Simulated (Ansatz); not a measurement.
# Al: energy and stress against strain

The task, for Al: see how energy and stress answer to the strain pattern (1, 1, 0, 0, 0, 0).

This is Al in the hcp structure; at room conditions it is fcc.

Method: DFT PBEsol, scalar-relativistic, plane waves, PAW, in Ansatz 0.2.0.

### Step 1. The system as given

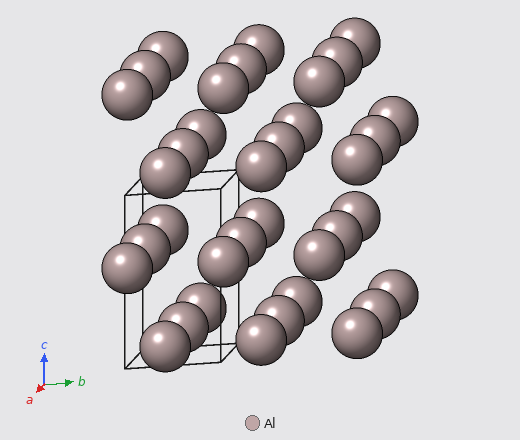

Start, viewed slightly off an axis; aluminium light grey. 3×3×2 cells are drawn.

As a file:

```
CELL_PARAMETERS angstrom
2.81246 0.00000 0.00000
-1.40623 2.43566 0.00000
0.00000 0.00000 4.86685
ATOMIC_POSITIONS crystal
Al 0.66667 0.33333 0.75000
Al 0.33333 0.66667 0.25000
```

It goes back to an entry of the Materials Project, which need not be the stable form.

The cell is taken as given, not relaxed at this level.

### Step 2. Zero of the scan

The input, input.yaml:

```yaml
crystal:
  lattice:
    - [2.8124553515, 0.0, 0.0]
    - [-1.4062276757, 2.4356577814, 0.0]
    - [0.0, 0.0, 4.86685]
  atoms:
    - { symbol: Al, position: [0.6666666667, 0.3333333333, 0.75] }
    - { symbol: Al, position: [0.3333333333, 0.6666666667, 0.25] }
basis:
  ecutwfc: 420
kpoints:
  mp_grid: { grid: [21, 21, 10] }
hamiltonian:
  xc: pbesol
scf:
  occupations: { method: gaussian, width: 0.15 }
output:
  forces: true
  stress: true
  eigenvalues: true
```

What it wrote (excerpt; [...] marks lines left out):

```text
Warning: RAYON_NUM_THREADS=1 ignored (pool sized by the plan → 1); use --threads N
[...]
Pseudopotentials: kind: paw
Pseudopotential: Al, paw, valence charge 3, recommended cutoff 420 eV (normal), Al.paw.azcp
Functional definition: PBEsol
[...]
Crystal: 2 atoms, lattice volume = 33.339 Å³
Basis set: ecut = 420 eV, 665 PW (Γ), exchange–correlation on 40×40×72 points (8 copies of the dense FFT grid, shifted against one another)
Bands: 7, of which v1, the nominal top of the filled ones, is band 3 counted from 1 (2 counted from 0)
Symmetry: 24 space group operations
Space group: P63/mmc (ITA 194), of the structure as read, at distance tolerance 3.2e-5 Å
k-points: 288 of 4410
[...]
SCF iter   1: F=—  HF=-1049.021472 eV  |F-HF|=—  |Δ(HF+E_count)|=         —  Δρ=1.59e-3  dr2=8.99e-4  ethr=1.77e-3  ⟨swp⟩=5.2  Hψ=16248  notcnv=0
[...]
SCF iter   6: F=-1049.021324 eV  HF=-1049.021324 eV  |F-HF|=1.82e-12  |Δ(HF+E_count)|=  3.73e-11  Δρ=1.58e-7  dr2=7.59e-12  ethr=5.60e-12  ⟨swp⟩=1.6  Hψ=6182  notcnv=0
[...]
SCF converged after 6 iterations
Free energy (F): -1049.021324 eV
[...]
E sigma→0 (E₀):  -1049.015937 eV
Entropy (-TS):   -0.010774 eV (-5.387 meV/atom)
Fermi energy:    7.744746 eV
[...]
--- Forces (eV/Å), atoms counted from 1 ---
  atom   1  Al     0.00000000     0.00000000    -0.00000000
  atom   2  Al    -0.00000000    -0.00000000     0.00000000
[...]
--- Stress (GPa, compression-positive) ---
       -0.450831      -0.000000      -0.000000
       -0.000000      -0.450831      -0.000000
       -0.000000      -0.000000      -3.121469
  P = ⅓ Tr σ = -1.3410 GPa (-13.410 kbar)
--- Band table (eV; the first three rows and the last of 288) ---
  k-point 0: bands = ["-3.2790", "2.7167", "2.9517", "18.8490", "19.1677", "19.1677", "19.3574"]
[...]
```

It took 3.4 s on 1 thread of an Arm CPU, shared host; peak memory 0.33 GiB.

Reference values: F = -1049.0213 eV; pressure -1.34 GPa; largest force 0.000 eV/Å; gap on the mesh none (metal).

### Step 3. The scan: energy and stress against strain

The cell is strained by ε times the Voigt pattern (1, 1, 0, 0, 0, 0) (xx, yy, zz, yz, xz, xy; engineering shear), with fractional coordinates fixed (clamped ions). The stress on the pattern is the sum of the stress components weighted by it, tension positive.

### Step 4. At ε = -0.1500

Edit input.yaml of step 2 so:

```diff
@@ -2,4 +2,4 @@
   lattice:
-    - [2.8124553515, 0.0, 0.0]
-    - [-1.4062276757, 2.4356577814, 0.0]
+    - [2.3905870488, 0.0, 0.0]
+    - [-1.1952935244, 2.0703091142, 0.0]
     - [0.0, 0.0, 4.86685]
```

What it wrote (excerpt; [...] marks lines left out):

```text
Warning: RAYON_NUM_THREADS=1 ignored (pool sized by the plan → 1); use --threads N
[...]
[... 3 set-up lines as earlier in the session ...]
[...]
Crystal: 2 atoms, lattice volume = 24.087 Å³
Basis set: ecut = 420 eV, 461 PW (Γ), exchange–correlation on 32×32×72 points (8 copies of the dense FFT grid, shifted against one another)
Bands: 7, of which v1, the nominal top of the filled ones, is band 3 counted from 1 (2 counted from 0)
[... 1 set-up line as earlier in the session ...]
Space group: P63/mmc (ITA 194), of the structure as read, at distance tolerance 2.9e-5 Å
k-points: 288 of 4410
[...]
SCF iter   1: F=—  HF=-1047.416294 eV  |F-HF|=—  |Δ(HF+E_count)|=         —  Δρ=3.66e-3  dr2=2.72e-3  ethr=1.77e-3  ⟨swp⟩=5.4  Hψ=16775  notcnv=0
[...]
SCF iter   6: F=-1047.415522 eV  HF=-1047.415522 eV  |F-HF|=1.16e-11  |Δ(HF+E_count)|=  5.99e-10  Δρ=3.60e-7  dr2=3.02e-11  ethr=3.28e-11  ⟨swp⟩=2.1  Hψ=7004  notcnv=0
the search or the solves at the SCF's close seem to have found levels that the self-consistency loop had missed (the run counts 1). By its estimate they hold under 1e-12 electrons; where the run keeps them, the occupations were computed again with them
[...]
SCF converged after 6 iterations
Free energy (F): -1047.415522 eV
[...]
E sigma→0 (E₀):  -1047.411328 eV
Entropy (-TS):   -0.008390 eV (-4.195 meV/atom)
Fermi energy:    11.427851 eV
[...]
--- Forces (eV/Å), atoms counted from 1 ---
  atom   1  Al    -0.00000000    -0.00000000     0.00000000
  atom   2  Al     0.00000000     0.00000000     0.00000000
[...]
--- Stress (GPa, compression-positive) ---
       80.545038      -0.000000       0.000000
        0.000000      80.545038       0.000000
        0.000000       0.000000      14.414180
  P = ⅓ Tr σ = 58.5014 GPa (585.014 kbar)
--- Band table (eV; the first three rows and the last of 288) ---
  k-point 0: bands = ["-1.9171", "3.8514", "4.4343", "20.3417", "21.6067", "27.4090", "27.4090"]
[...]
```

Run time: 3.5 s. Hardware: 1 thread of an Arm CPU, shared host; peak memory 0.31 GiB.

### Step 5. At ε = 0.1125

Edit input.yaml of step 4 so:

```diff
@@ -2,4 +2,4 @@
   lattice:
-    - [2.3905870488, 0.0, 0.0]
-    - [-1.1952935244, 2.0703091142, 0.0]
+    - [3.1288565785, 0.0, 0.0]
+    - [-1.5644282892, 2.7096692818, 0.0]
     - [0.0, 0.0, 4.86685]
```

What it wrote (excerpt; [...] marks lines left out):

```text
Warning: RAYON_NUM_THREADS=1 ignored (pool sized by the plan → 1); use --threads N
[...]
[... 3 set-up lines as earlier in the session ...]
[...]
Crystal: 2 atoms, lattice volume = 41.262 Å³
Basis set: ecut = 420 eV, 797 PW (Γ), exchange–correlation on 48×48×72 points (8 copies of the dense FFT grid, shifted against one another)
Bands: 7, of which v1, the nominal top of the filled ones, is band 3 counted from 1 (2 counted from 0)
[... 1 set-up line as earlier in the session ...]
Space group: P63/mmc (ITA 194), of the structure as read, at distance tolerance 3.5e-5 Å
k-points: 288 of 4410
[...]
SCF iter   1: F=—  HF=-1048.666543 eV  |F-HF|=—  |Δ(HF+E_count)|=         —  Δρ=1.10e-3  dr2=5.62e-4  ethr=1.77e-3  ⟨swp⟩=5.1  Hψ=16151  notcnv=0
[...]
SCF iter   6: F=-1048.666476 eV  HF=-1048.666476 eV  |F-HF|=0.00e0  |Δ(HF+E_count)|=  1.53e-10  Δρ=2.78e-8  dr2=1.34e-13  ethr=7.36e-12  ⟨swp⟩=1.6  Hψ=6746  notcnv=0
[...]
SCF converged after 6 iterations
Free energy (F): -1048.666476 eV
[...]
E sigma→0 (E₀):  -1048.660968 eV
Entropy (-TS):   -0.011016 eV (-5.508 meV/atom)
Fermi energy:    5.719701 eV
[...]
--- Forces (eV/Å), atoms counted from 1 ---
  atom   1  Al     0.00000000     0.00000000     0.00000000
  atom   2  Al    -0.00000000    -0.00000000    -0.00000000
[...]
--- Stress (GPa, compression-positive) ---
      -11.169398      -0.000000       0.000000
       -0.000000     -11.169398       0.000000
        0.000000       0.000000      -9.523073
  P = ⅓ Tr σ = -10.6206 GPa (-106.206 kbar)
--- Band table (eV; the first three rows and the last of 288) ---
  k-point 0: bands = ["-3.9249", "2.1892", "2.2313", "13.8599", "13.8599", "14.8952", "14.8952"]
[...]
```

Run time: 4 s. Hardware: 1 thread of an Arm CPU, shared host; peak memory 0.35 GiB.

### Step 6. Point ε = -0.0750

Edit input.yaml of step 5 so:

```diff
@@ -2,4 +2,4 @@
   lattice:
-    - [3.1288565785, 0.0, 0.0]
-    - [-1.5644282892, 2.7096692818, 0.0]
+    - [2.6015212001, 0.0, 0.0]
+    - [-1.3007606, 2.2529834478, 0.0]
     - [0.0, 0.0, 4.86685]
```

What it wrote (excerpt; [...] marks lines left out):

```text
[...]
SCF converged after 6 iterations
Free energy (F): -1048.735941 eV
[...]
E sigma→0 (E₀):  -1048.731844 eV
Entropy (-TS):   -0.008194 eV (-4.097 meV/atom)
Fermi energy:    9.440530 eV
[...]
--- Forces (eV/Å), atoms counted from 1 ---
  atom   1  Al    -0.00000000    -0.00000000     0.00000000
  atom   2  Al     0.00000000     0.00000000    -0.00000000
[...]
--- Stress (GPa, compression-positive) ---
       23.390562      -0.000000       0.000000
       -0.000000      23.390562       0.000000
        0.000000       0.000000       4.902615
  P = ⅓ Tr σ = 17.2279 GPa (172.279 kbar)
--- Band table (eV; the first three rows and the last of 288) ---
  k-point 0: bands = ["-2.6969", "3.1912", "3.5953", "19.6025", "20.8843", "23.0206", "23.0206"]
[...]
```

Run time: 2.9 s. Hardware: 1 thread of an Arm CPU, shared host; peak memory 0.32 GiB.

### Step 7. At ε = 0.0375

Edit input.yaml of step 6 so:

```diff
@@ -2,4 +2,4 @@
   lattice:
-    - [2.6015212001, 0.0, 0.0]
-    - [-1.3007606, 2.2529834478, 0.0]
+    - [2.9179224272, 0.0, 0.0]
+    - [-1.4589612136, 2.5269949482, 0.0]
     - [0.0, 0.0, 4.86685]
```

What it wrote (excerpt; [...] marks lines left out):

```text
[...]
SCF converged after 6 iterations
Free energy (F): -1048.965975 eV
[...]
E sigma→0 (E₀):  -1048.960321 eV
Entropy (-TS):   -0.011306 eV (-5.653 meV/atom)
Fermi energy:    7.025531 eV
[...]
--- Forces (eV/Å), atoms counted from 1 ---
  atom   1  Al     0.00000000    -0.00000000     0.00000000
  atom   2  Al     0.00000000     0.00000000    -0.00000000
[...]
--- Stress (GPa, compression-positive) ---
       -5.891725       0.000000       0.000000
        0.000000      -5.891725       0.000000
        0.000000       0.000000      -6.201478
  P = ⅓ Tr σ = -5.9950 GPa (-59.950 kbar)
--- Band table (eV; the first three rows and the last of 288) ---
  k-point 0: bands = ["-3.5190", "2.5231", "2.6839", "17.2170", "17.2170", "17.7447", "17.7447"]
[...]
```

Run time: 3.6 s. Hardware: 1 thread of an Arm CPU, shared host; peak memory 0.34 GiB.

### Step 8. At ε = 0.1500

Edit input.yaml of step 7 so:

```diff
@@ -2,4 +2,4 @@
   lattice:
-    - [2.9179224272, 0.0, 0.0]
-    - [-1.4589612136, 2.5269949482, 0.0]
+    - [3.2343236542, 0.0, 0.0]
+    - [-1.6171618271, 2.8010064486, 0.0]
     - [0.0, 0.0, 4.86685]
```

What it wrote (excerpt; [...] marks lines left out):

```text
[...]
SCF converged after 6 iterations
Free energy (F): -1048.461665 eV
[...]
E sigma→0 (E₀):  -1048.455911 eV
Entropy (-TS):   -0.011509 eV (-5.755 meV/atom)
Fermi energy:    5.141551 eV
[...]
--- Forces (eV/Å), atoms counted from 1 ---
  atom   1  Al     0.00000000     0.00000000     0.00000000
  atom   2  Al     0.00000000     0.00000000     0.00000000
[...]
--- Stress (GPa, compression-positive) ---
      -11.874560       0.000000       0.000000
        0.000000     -11.874560       0.000000
        0.000000       0.000000     -10.868445
  P = ⅓ Tr σ = -11.5392 GPa (-115.392 kbar)
--- Band table (eV; the first three rows and the last of 288) ---
  k-point 0: bands = ["-4.0987", "2.0384", "2.0396", "12.4285", "12.4285", "13.6425", "13.6425"]
[...]
```

It took 4.2 s on 1 thread of an Arm CPU, shared host; peak memory 0.36 GiB.

### Step 9. Point ε = -0.1125

Edit input.yaml of step 8 so:

```diff
@@ -2,4 +2,4 @@
   lattice:
-    - [3.2343236542, 0.0, 0.0]
-    - [-1.6171618271, 2.8010064486, 0.0]
+    - [2.4960541245, 0.0, 0.0]
+    - [-1.2480270622, 2.161646281, 0.0]
     - [0.0, 0.0, 4.86685]
```

What it wrote (excerpt; [...] marks lines left out):

```text
Warning: RAYON_NUM_THREADS=1 ignored (pool sized by the plan → 1); use --threads N
[...]
[... 3 set-up lines as earlier in the session ...]
[...]
Crystal: 2 atoms, lattice volume = 26.260 Å³
Basis set: ecut = 420 eV, 503 PW (Γ), exchange–correlation on 36×36×72 points (8 copies of the dense FFT grid, shifted against one another)
Bands: 7, of which v1, the nominal top of the filled ones, is band 3 counted from 1 (2 counted from 0)
[... 1 set-up line as earlier in the session ...]
Space group: P63/mmc (ITA 194), of the structure as read, at distance tolerance 3.0e-5 Å
k-points: 288 of 4410
[...]
SCF iter   1: F=—  HF=-1048.258478 eV  |F-HF|=—  |Δ(HF+E_count)|=         —  Δρ=3.33e-3  dr2=2.71e-3  ethr=1.77e-3  ⟨swp⟩=5.3  Hψ=16427  notcnv=0
[...]
SCF iter   6: F=-1048.257594 eV  HF=-1048.257594 eV  |F-HF|=1.41e-11  |Δ(HF+E_count)|=  4.20e-10  Δρ=4.04e-7  dr2=3.96e-11  ethr=2.76e-11  ⟨swp⟩=2.1  Hψ=6844  notcnv=0
[...]
SCF converged after 6 iterations
Free energy (F): -1048.257594 eV
[...]
E sigma→0 (E₀):  -1048.253619 eV
Entropy (-TS):   -0.007950 eV (-3.975 meV/atom)
Fermi energy:    10.369066 eV
[...]
--- Forces (eV/Å), atoms counted from 1 ---
  atom   1  Al    -0.00000000    -0.00000000     0.00000000
  atom   2  Al     0.00000000     0.00000000     0.00000000
[...]
--- Stress (GPa, compression-positive) ---
       46.056734      -0.000000       0.000000
       -0.000000      46.056734       0.000000
        0.000000       0.000000       9.836394
  P = ⅓ Tr σ = 33.9833 GPa (339.833 kbar)
--- Band table (eV; the first three rows and the last of 288) ---
  k-point 0: bands = ["-2.3380", "3.4906", "3.9855", "19.9612", "21.2364", "25.1103", "25.1103"]
[...]
```

Run time: 2.7 s. Hardware: 1 thread of an Arm CPU, shared host; peak memory 0.32 GiB.

### Step 10. ε = 0.0750

Edit input.yaml of step 9 so:

```diff
@@ -2,4 +2,4 @@
   lattice:
-    - [2.4960541245, 0.0, 0.0]
-    - [-1.2480270622, 2.161646281, 0.0]
+    - [3.0233895029, 0.0, 0.0]
+    - [-1.5116947514, 2.618332115, 0.0]
     - [0.0, 0.0, 4.86685]
```

What it wrote (excerpt; [...] marks lines left out):

```text
[...]
SCF converged after 6 iterations
Free energy (F): -1048.841079 eV
[...]
E sigma→0 (E₀):  -1048.835861 eV
Entropy (-TS):   -0.010437 eV (-5.218 meV/atom)
Fermi energy:    6.358045 eV
[...]
--- Forces (eV/Å), atoms counted from 1 ---
  atom   1  Al    -0.00000000     0.00000000     0.00000000
  atom   2  Al     0.00000000     0.00000000     0.00000000
[...]
--- Stress (GPa, compression-positive) ---
       -9.075685       0.000000       0.000000
        0.000000      -9.075685       0.000000
        0.000000       0.000000      -8.457770
  P = ⅓ Tr σ = -8.8697 GPa (-88.697 kbar)
--- Band table (eV; the first three rows and the last of 288) ---
  k-point 0: bands = ["-3.7328", "2.3492", "2.4451", "15.4513", "15.4513", "16.2605", "16.2605"]
[...]
```

It took 3.9 s on 1 thread of an Arm CPU, shared host; peak memory 0.35 GiB.

### Step 11. At ε = -0.0375

Edit input.yaml of step 10 so:

```diff
@@ -2,4 +2,4 @@
   lattice:
-    - [3.0233895029, 0.0, 0.0]
-    - [-1.5116947514, 2.618332115, 0.0]
+    - [2.7069882758, 0.0, 0.0]
+    - [-1.3534941379, 2.3443206146, 0.0]
     - [0.0, 0.0, 4.86685]
```

What it wrote (excerpt; [...] marks lines left out):

```text
[...]
SCF converged after 6 iterations
Free energy (F): -1048.964394 eV
[...]
E sigma→0 (E₀):  -1048.959451 eV
Entropy (-TS):   -0.009886 eV (-4.943 meV/atom)
Fermi energy:    8.573155 eV
[...]
--- Forces (eV/Å), atoms counted from 1 ---
  atom   1  Al    -0.00000000     0.00000000     0.00000000
  atom   2  Al     0.00000000    -0.00000000     0.00000000
[...]
--- Stress (GPa, compression-positive) ---
        8.822671       0.000000       0.000000
        0.000000       8.822671       0.000000
        0.000000       0.000000       0.286294
  P = ⅓ Tr σ = 5.9772 GPa (59.772 kbar)
--- Band table (eV; the first three rows and the last of 288) ---
  k-point 0: bands = ["-3.0074", "2.9366", "3.2537", "19.2421", "20.5271", "21.1105", "21.1105"]
[...]
```

It took 3 s on 1 thread of an Arm CPU, shared host; peak memory 0.33 GiB.

### Step 12. Point ε = 0.1312

Edit input.yaml of step 11 so:

```diff
@@ -2,4 +2,4 @@
   lattice:
-    - [2.7069882758, 0.0, 0.0]
-    - [-1.3534941379, 2.3443206146, 0.0]
+    - [3.1814494936, 0.0, 0.0]
+    - [-1.5907247468, 2.7552160823, 0.0]
     - [0.0, 0.0, 4.86685]
```

What it wrote (excerpt; [...] marks lines left out):

```text
Warning: RAYON_NUM_THREADS=1 ignored (pool sized by the plan → 1); use --threads N
[...]
[... 3 set-up lines as earlier in the session ...]
[...]
Crystal: 2 atoms, lattice volume = 42.661 Å³
Basis set: ecut = 420 eV, 845 PW (Γ), exchange–correlation on 48×48×72 points (8 copies of the dense FFT grid, shifted against one another)
Bands: 7, of which v1, the nominal top of the filled ones, is band 3 counted from 1 (2 counted from 0)
[... 2 set-up lines as earlier in the session ...]
k-points: 288 of 4410
[...]
SCF iter   1: F=—  HF=-1048.566758 eV  |F-HF|=—  |Δ(HF+E_count)|=         —  Δρ=1.01e-3  dr2=4.73e-4  ethr=1.77e-3  ⟨swp⟩=5.1  Hψ=16243  notcnv=0
[...]
SCF iter   6: F=-1048.566697 eV  HF=-1048.566697 eV  |F-HF|=6.82e-13  |Δ(HF+E_count)|=  6.14e-12  Δρ=2.68e-8  dr2=1.41e-13  ethr=1.30e-12  ⟨swp⟩=1.7  Hψ=6796  notcnv=0
[...]
SCF converged after 6 iterations
Free energy (F): -1048.566697 eV
[...]
E sigma→0 (E₀):  -1048.560939 eV
Entropy (-TS):   -0.011516 eV (-5.758 meV/atom)
Fermi energy:    5.424306 eV
[...]
--- Forces (eV/Å), atoms counted from 1 ---
  atom   1  Al     0.00000000     0.00000000     0.00000000
  atom   2  Al     0.00000000    -0.00000000     0.00000000
[...]
--- Stress (GPa, compression-positive) ---
      -11.636847       0.000000       0.000000
       -0.000000     -11.636847       0.000000
        0.000000       0.000000     -10.231465
  P = ⅓ Tr σ = -11.1684 GPa (-111.684 kbar)
--- Band table (eV; the first three rows and the last of 288) ---
  k-point 0: bands = ["-4.0137", "2.1131", "2.1331", "13.1274", "13.1274", "14.2567", "14.2567"]
[...]
```

Run time: 4 s. Hardware: 1 thread of an Arm CPU, shared host; peak memory 0.36 GiB.

### Step 13. Results of the scan

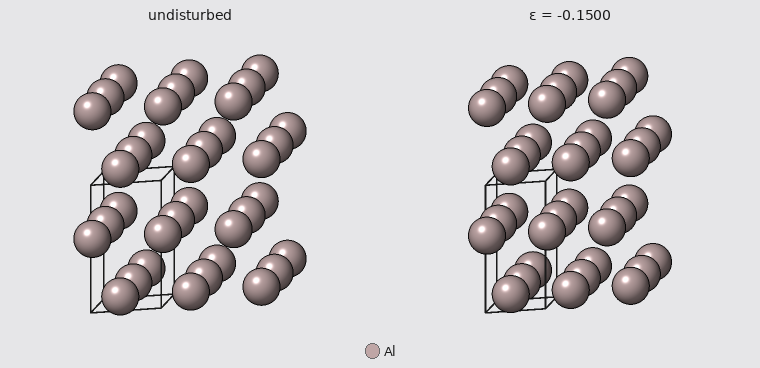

The undisturbed cell and the costliest point of the scan, at one scale, with neighbouring cells.

Collected from the runs (energy zero: the undisturbed cell):

| ε | ΔE (meV/atom) | stress on the pattern (GPa) | pressure (GPa) |
| --- | --- | --- | --- |
| -0.1500 | 802.9 | -161.09 | 58.5 |
| -0.1125 | 381.9 | -92.11 | 34.0 |
| -0.0750 | 142.7 | -46.78 | 17.2 |
| -0.0375 | 28.5 | -17.65 | 6.0 |
| 0.0000 | 0.0 | 0.90 | -1.3 |
| 0.0375 | 27.7 | 11.78 | -6.0 |
| 0.0750 | 90.1 | 18.15 | -8.9 |
| 0.1125 | 177.4 | 22.34 | -10.6 |
| 0.1312 | 227.3 | 23.27 | -11.2 |
| 0.1500 | 279.8 | 23.75 | -11.5 |

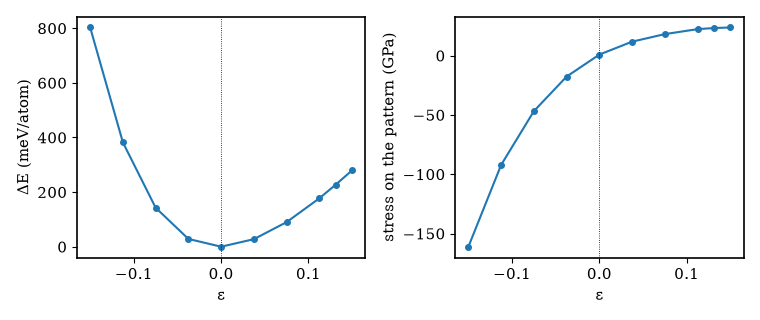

ΔE and stress on the pattern along the scan.

### Step 14. Summary of results

```
                                  quantity    value
slope of the stress at ε = 0, over ±0.0375  392 GPa
```

**Reading.** The slope of the stress at zero strain, 392 GPa, estimates C11 + C22 + 2 C12 with clamped ions in this Cartesian frame; letting the atoms relax could not make it stiffer. The step is wide, so higher orders mix in. The reference stands under -1.3 GPa, so this is no zero-stress constant. No sampled point lies below the undisturbed cell. Compression costs more than tension: 802.9 against 279.8 meV/atom at the ends.
